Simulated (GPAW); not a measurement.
**BaTiO3 (Pm-3m): refractive index against wavelength**

The refractive index of BaTiO3 (Pm-3m) below the direct gap (1.91 eV on the mesh) is read from one computed spectrum, n = √(Re ε).

The structure is cubic, space group Pm-3m (No. 221). Conventional cell: a = 4.006 Å, b = 4.006 Å, c = 4.006 Å, α = 90.00°, β = 90.00°, γ = 90.00°. Around Ba on site b lie 12 O at 2.83 Å. Ti on site a has 6 O at 2.00 Å as nearest neighbours. O on site d is surrounded by 2 Ti at 2.00 Å.

Method: GPAW 26.7.0, PBE, RPA, k-mesh 8×8×8, local fields up to 70 eV, Lorentzian half width 0.12 eV.

Launch of the response step: `OMP_NUM_THREADS=1 python df.py`. The run took 95 s, its band step included, on 1 thread of Arm Neoverse V2, on a shared host.

| wavelength (nm) | photon energy E (eV) | n |
| --- | --- | --- |
| 3000 | 0.413 | 2.4725 |
| 2000 | 0.620 | 2.4831 |
| 1550 | 0.800 | ? |
| 1310 | 0.946 | 2.5102 |
| 1064 | 1.165 | 2.5372 |

In the single-oscillator model n² − 1 = E₀E_d/(E₀² − E²), so 1/(n² − 1) = E₀/E_d − E²/(E₀E_d) is linear in E².

Working, on the rows shown:

| x = E² (eV²) | y = 1/(n² − 1) |
| --- | --- |
| 0.170801 | 0.19557 |
| 0.384302 | 0.193581 |
| 0.895757 | 0.18864 |
| 1.35784 | 0.183912 |

Means: x̄ = 0.70218, ȳ = 0.19043. Σ(x − x̄)(y − ȳ) = -0.008353, Σ(x − x̄)² = 0.8508. Slope = -0.008353 / 0.8508 = -0.009818; intercept = ȳ − slope · x̄ = 0.19732. Turned back into n, the line misses the rows shown by at most 0.00064.

Question: Predict the last column of the withheld row from the fit.

Answer: At x = 0.63984 the line gives y = 0.19104, that is 2.4969. The run gave 2.4963, so the interpolation is off by 0.00061, 0.9 % of the range in the table.

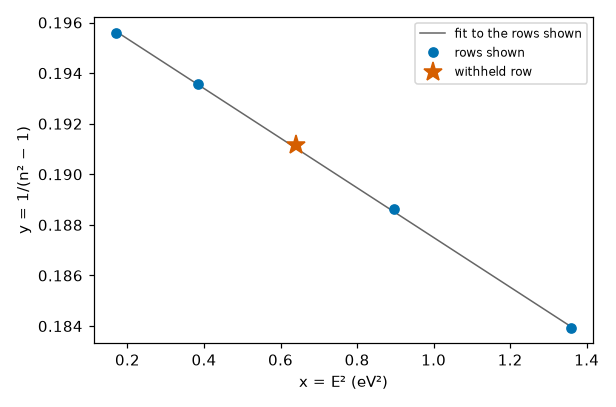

Refitted with all rows, the slope is -0.009825 and the intercept 0.19735. These give E₀ = √(intercept/−slope) = 4.48 eV and E_d = E₀/intercept = 22.7 eV; E₀ is 2.3 times the direct gap. The electronic limit at long wavelengths, without lattice vibrations, is n = √(1 + 1/intercept) = 2.463. Excitons are left out; PBE gaps are as a rule too small. The values come from a sum over the points of one k-mesh and carry its error, which grows as the direct gap shrinks. This version of GPAW has incomplete matrix elements in the optical limit, which can lower ε − 1 by up to a tenth where first-row anions or d states rule. Spin-orbit coupling is left out.
